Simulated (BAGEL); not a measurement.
# SiNH4ClO (SMILES N[SiH](O)Cl): a chain of runs

We compute the energy (HF/def2-SVP), then the energy (NEVPT2(2,2)/def2-SVP) of SiNH4ClO. 

Program for the calculation: BAGEL 1.2.2.

1 further run of the same task is left out (set aside as unsound or not needed).

## 1. The structure to begin with

SiNH4ClO has 8 atoms, charge 0, and is taken as a singlet. SMILES: `N[SiH](O)Cl`. The N1–Si2 distance was set to 3.230 Å, away from the relaxed value. At this shape a bond of the SMILES string is far longer than usual.

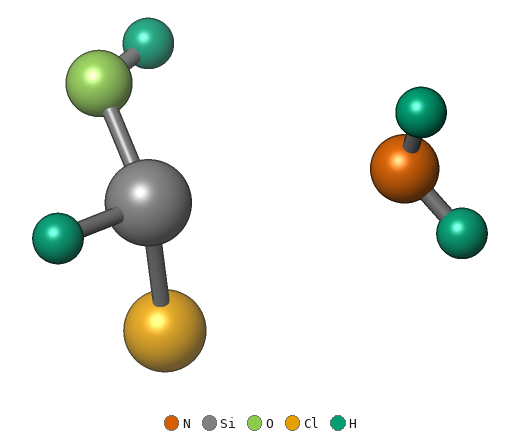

Viewed from a chosen angle; nitrogen orange, silicon grey, oxygen green, chlorine amber, hydrogen teal.

## 2. A single-point energy at HF/def2-SVP (density fitting with svp-jkfit) (run 1)

Contents of input.json:

```json
{ "bagel" : [

{
  "title" : "molecule",
  "basis" : "svp",
  "df_basis" : "svp-jkfit",
  "geometry" : [
    { "atom" : "N", "xyz" : [    -3.58398843,     3.56441464,    -0.84154796 ] },
    { "atom" : "Si", "xyz" : [     0.99097238,    -0.42745605,    -0.21788542 ] },
    { "atom" : "O", "xyz" : [     1.04180601,    -1.62762111,     2.62086116 ] },
    { "atom" : "Cl", "xyz" : [     0.32711159,    -3.10217441,    -2.96101186 ] },
    { "atom" : "H", "xyz" : [    -4.46724642,     3.77681986,    -2.51149893 ] },
    { "atom" : "H", "xyz" : [    -3.69189179,     5.12684020,     0.23937539 ] },
    { "atom" : "H", "xyz" : [     3.58424354,     0.52383208,    -0.58316948 ] },
    { "atom" : "H", "xyz" : [    -0.52817845,    -2.26993902,     3.26299010 ] }
  ]
},

{
  "title" : "hf"
},

{
  "title" : "print",
  "file" : "orbitals.molden",
  "orbitals" : true
}

]}
```

Started as:

```sh
$ BAGEL_NUM_THREADS=1 BAGEL input.json > input.out
```

Log:

```text
* using 1 threads per process

  ===============================================================
  ===============================================================

  *** Geometry ***

  { "atom" : "N", "xyz" : [     -3.583988,      3.564415,     -0.841548 ] },
  { "atom" : "Si", "xyz" : [      0.990972,     -0.427456,     -0.217885 ] },
  { "atom" : "O", "xyz" : [      1.041806,     -1.627621,      2.620861 ] },
  { "atom" : "Cl", "xyz" : [      0.327112,     -3.102174,     -2.961012 ] },
  { "atom" : "H", "xyz" : [     -4.467246,      3.776820,     -2.511499 ] },
  { "atom" : "H", "xyz" : [     -3.691892,      5.126840,      0.239375 ] },
  { "atom" : "H", "xyz" : [      3.584244,      0.523832,     -0.583169 ] },
  { "atom" : "H", "xyz" : [     -0.528178,     -2.269939,      3.262990 ] },

  Number of auxiliary basis functions:      482

  Since a DF basis is specified, we compute 2- and 3-index integrals:
    o Being stored without compression. Storage requirement is 0.027 GB

  Number of basis functions:       84
  Number of electrons      :       50

    * METHOD: MOLECULE                             0.23

  *** RHF ***

  === Nuclear Repulsion ===
   198.8462860911

      * DIIS with orbital gradients will be used.

  === RHF iteration (svp) ===
      0       -879.21015991          0.02588599           0.09
      1       -878.84735400          0.03315560           0.08
      2       -879.56547120          0.00864348           0.09
      3       -879.61424169          0.00253463           0.09
      4       -879.62253384          0.00093052           0.09
      5       -879.62490624          0.00074833           0.09
      6       -879.62574768          0.00026193           0.09
      7       -879.62600105          0.00015242           0.09
      8       -879.62609024          0.00012155           0.09
      9       -879.62621139          0.00006041           0.09
     10       -879.62623440          0.00002254           0.09
     11       -879.62623762          0.00001258           0.08
     12       -879.62623806          0.00000646           0.08
     13       -879.62623810          0.00000165           0.09
     14       -879.62623811          0.00000047           0.09
     15       -879.62623811          0.00000020           0.09
     16       -879.62623811          0.00000010           0.09
     17       -879.62623811          0.00000005           0.08
     18       -879.62623811          0.00000003           0.08
     19       -879.62623811          0.00000002           0.08
     20       -879.62623811          0.00000001           0.08
     21       -879.62623811          0.00000001           0.09
    * SCF iteration converged.

    * Permanent dipole moment:
           (   -0.556037,     0.495545,    -0.325853) a.u.

    * METHOD: HF                                   2.07

    * METHOD: PRINT                                0.02

  ===============================================================
```

Run time: 2.5 s. Hardware: 1 thread of Arm Neoverse V1, shared host; peak memory 0.15 GiB.

## 3. A single-point energy at NEVPT2(2,2)/def2-SVP (density fitting with svp-jkfit) (run 2)

Contents of input.json:

```json
{ "bagel": [

{
  "title": "molecule",
  "basis": "svp",
  "df_basis": "svp-jkfit",
  "angstrom": "false",
  "geometry": [
    { "atom": "N", "xyz": [ -3.58398843,  3.56441464, -0.84154796 ] },
    { "atom": "Si", "xyz": [  0.99097238, -0.42745605, -0.21788542 ] },
    { "atom": "O", "xyz": [  1.04180601, -1.62762111,  2.62086116 ] },
    { "atom": "Cl", "xyz": [  0.32711159, -3.10217441, -2.96101186 ] },
    { "atom": "H", "xyz": [ -4.46724642,  3.77681986, -2.51149893 ] },
    { "atom": "H", "xyz": [ -3.69189179,  5.12684020,  0.23937539 ] },
    { "atom": "H", "xyz": [  3.58424354,  0.52383208, -0.58316948 ] },
    { "atom": "H", "xyz": [ -0.52817845, -2.26993902,  3.26299010 ] }
  ]
},
{ "title": "hf" },
{
  "title": "nevpt2",
  "nstate": 1,
  "nact": 2,
  "nclosed": 24,
  "nspin": 0,
  "active": [24, 26],
  "maxiter": 200,
  "natocc": "true",
  "ncore": 12
},
{ "title": "print", "file": "orbitals.molden", "orbitals": "true" }

]}
```

Started as:

```sh
$ BAGEL_NUM_THREADS=1 BAGEL input.json > input.out
```

Log:

```text
* using 1 threads per process

  ===============================================================
  ===============================================================

  *** Geometry ***

  { "atom" : "N", "xyz" : [     -3.583988,      3.564415,     -0.841548 ] },
  { "atom" : "Si", "xyz" : [      0.990972,     -0.427456,     -0.217885 ] },
  { "atom" : "O", "xyz" : [      1.041806,     -1.627621,      2.620861 ] },
  { "atom" : "Cl", "xyz" : [      0.327112,     -3.102174,     -2.961012 ] },
  { "atom" : "H", "xyz" : [     -4.467246,      3.776820,     -2.511499 ] },
  { "atom" : "H", "xyz" : [     -3.691892,      5.126840,      0.239375 ] },
  { "atom" : "H", "xyz" : [      3.584244,      0.523832,     -0.583169 ] },
  { "atom" : "H", "xyz" : [     -0.528178,     -2.269939,      3.262990 ] },

  Number of auxiliary basis functions:      482

  Since a DF basis is specified, we compute 2- and 3-index integrals:
    o Being stored without compression. Storage requirement is 0.027 GB

  Number of basis functions:       84
  Number of electrons      :       50

    * METHOD: MOLECULE                             0.23

  *** RHF ***

  === Nuclear Repulsion ===
   198.8462860911

      * DIIS with orbital gradients will be used.

  === RHF iteration (svp) ===
      0       -879.21015991          0.02588599           0.09
      1       -878.84735400          0.03315560           0.08
      2       -879.56547120          0.00864348           0.08
      3       -879.61424169          0.00253463           0.08
      4       -879.62253384          0.00093052           0.08
      5       -879.62490624          0.00074833           0.08
      6       -879.62574768          0.00026193           0.08
      7       -879.62600105          0.00015242           0.08
      8       -879.62609024          0.00012155           0.08
      9       -879.62621139          0.00006041           0.08
     10       -879.62623440          0.00002254           0.08
     11       -879.62623762          0.00001258           0.08
     12       -879.62623806          0.00000646           0.09
     13       -879.62623810          0.00000165           0.09
     14       -879.62623811          0.00000047           0.09
     15       -879.62623811          0.00000020           0.09
     16       -879.62623811          0.00000010           0.09
     17       -879.62623811          0.00000005           0.09
     18       -879.62623811          0.00000003           0.09
     19       -879.62623811          0.00000002           0.09
     20       -879.62623811          0.00000001           0.09
     21       -879.62623811          0.00000001           0.09
    * SCF iteration converged.

    * Permanent dipole moment:
           (   -0.556037,     0.495545,    -0.325853) a.u.

    * METHOD: HF                                   2.07

    * freezing 12 orbitals
  ---------------------------
      CASSCF calculation
  ---------------------------

    ==== Active orbitals : =====
         Orbital 24
         Orbital 26
    ============================

    * nstate   :      1
    * nclosed  :     24
    * nact     :      2
    * nvirt    :     58
  === CASSCF iteration (svp) ===

    * Using the second-order algorithm

      0  0      -879.62904400     1.53e-03      0.03

      1  0      -879.65611349     2.50e-03      0.51

      2  0      -879.69345240     5.07e-03      0.58

      3  0      -879.71132073     3.10e-03      0.54

      4  0      -879.71896237     1.84e-03      0.53

      5  0      -879.72128235     8.89e-04      0.54

      6  0      -879.72193984     4.51e-04      0.52

      7  0      -879.72211984     2.30e-04      0.54

      8  0      -879.72216868     1.18e-04      0.49

      9  0      -879.72218192     6.11e-05      0.50

     10  0      -879.72218551     3.17e-05      0.49

     11  0      -879.72218648     1.65e-05      0.51

     12  0      -879.72218674     8.58e-06      0.49

     13  0      -879.72218681     4.46e-06      0.51

     14  0      -879.72218683     2.32e-06      0.49

     15  0      -879.72218684     1.21e-06      0.51

     16  0      -879.72218684     6.30e-07      0.49

     17  0      -879.72218684     3.28e-07      0.51

     18  0      -879.72218684     1.71e-07      0.50

     19  0      -879.72218684     8.89e-08      0.48

     20  0      -879.72218684     4.63e-08      0.47

     21  0      -879.72218684     2.41e-08      0.45

     22  0      -879.72218684     1.26e-08      0.42

     23  0      -879.72218684     6.51e-09      0.40

    * Second-order optimization converged. *

     guess   0:   closed 1.                   open ..

  === FCI iteration ===

      0  0      -879.59135061     9.07e-02      0.00
      1  0      -879.71523465     2.33e-02      0.00
      2  0 *    -879.72218684     9.41e-16      0.00

     * ci vector, state   0, <S^2> = 0.0000
       2.     0.8031511046
       .2    -0.5957753798

  === DF-NEVPT2 calculation ===

    * 3-index integral transformation done
    * assembly done

      NEVPT2 correlation energy:   -0.5471304326      0.17

          (+0)     -0.4644982530
          (+0)'    -0.0122051457
          (+1)     -0.0190559481
          (+1)'    -0.0000000000
          (+2)     -0.0000963885
          (-1)     -0.0508706625
          (-1)'     0.0000000000
          (-2)     -0.0004040348

      NEVPT2 total energy:       -880.2693172711

    * METHOD: NEVPT2                              12.04

    * METHOD: PRINT                                0.02

  ===============================================================
```

It took 15 s on 1 thread of Arm Neoverse V1, shared host; peak memory 0.15 GiB.

## 4. What came out

| quantity | value |
| --- | --- |
| run 1, HF/def2-SVP: total energy | -879.62624 Eh |
| run 1, HF/def2-SVP: dipole moment | 2.07 D |
| run 1, HF/def2-SVP: HOMO energy | -7.88 eV |
| run 1, HF/def2-SVP: LUMO energy | -0.32 eV |
| run 1, HF/def2-SVP: HOMO–LUMO gap | 7.56 eV |
| run 2, NEVPT2(2,2)/def2-SVP: total energy | -880.26932 Eh |

**Reading.** One bond (run 1, HF/def2-SVP) is far stretched, which a spin-restricted single reference describes badly; a broken-symmetry solution may lie lower.
